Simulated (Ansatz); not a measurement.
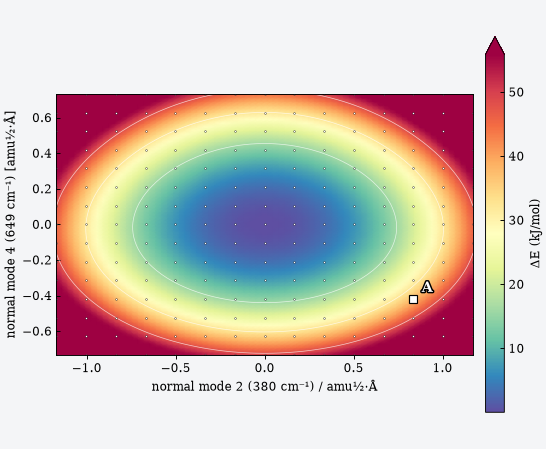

CH₂FNSi, SMILES FC1=N[SiH2]1. First axis: normal mode 2 (380 cm⁻¹). Second axis: normal mode 4 (649 cm⁻¹). Nothing is relaxed (straight displacements along the two mass-weighted modes). The grid has 15 × 15 points; 120 points were computed and 105 follow by symmetry. Points are written as (first, second). All energies are given in kJ/mol relative to the relaxed molecule at the same level. These are results of RKS PBE0-D4/def2-TZVP (Ansatz), not measurements.

In the figure: a smooth colour map with a few white contour lines, dots at the grid points, one colour for all values above the top of the scale, the point A. Between grid points the surface is interpolated.

> Is A at rest? If not, where is it pushed?

A, at (0.837 amu½·Å, −0.419 amu½·Å), is not a stationary point. The computed force is 61 kJ/mol for each amu½·Å towards smaller values of normal mode 2 (380 cm⁻¹) and 86 kJ/mol for each amu½·Å towards larger values of normal mode 4 (649 cm⁻¹).
